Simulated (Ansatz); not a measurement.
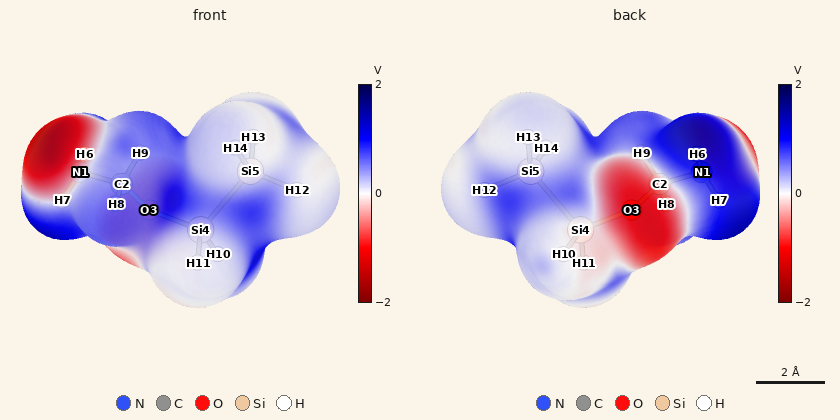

The picture shows: CH$_{9}$NOSi$_{2}$ (SMILES NCO[SiH2][SiH3]). The molecular electrostatic potential painted on the density surface at 0.002 e/bohr³, seen from the front and from behind; the colour scale runs from red (negative) to blue (positive).

Method: RKS PBE-D4/def2-SVP (Ansatz).

```tsv
atom	x (Å)	y (Å)	z (Å)
N	-1.4100	2.3549	0.9217
C	-0.3589	1.4061	0.7867
O	-0.2943	0.8329	-0.5359
Si	0.8276	-0.3453	-0.9831
Si	3.0513	0.4071	-0.7109
H	-1.2929	3.1203	0.2459
H	-2.3179	1.9167	0.7225
H	-0.5075	0.5911	1.5336
H	0.6117	1.9054	1.0190
H	0.5545	-0.6440	-2.4294
H	0.6410	-1.6138	-0.1786
H	4.0156	-0.6239	-1.2401
H	3.2693	1.6960	-1.4601
H	3.3751	0.6491	0.7413
```

> Which sites attract a positive test charge, and which a negative one?

A positive charge is drawn to the negative regions and a negative charge to the positive ones. The most negative region (about −1.5 V) lies over N1, the most positive (about +1.4 V) over H6 and H7. N1 is the likeliest acceptor of a hydrogen bond.
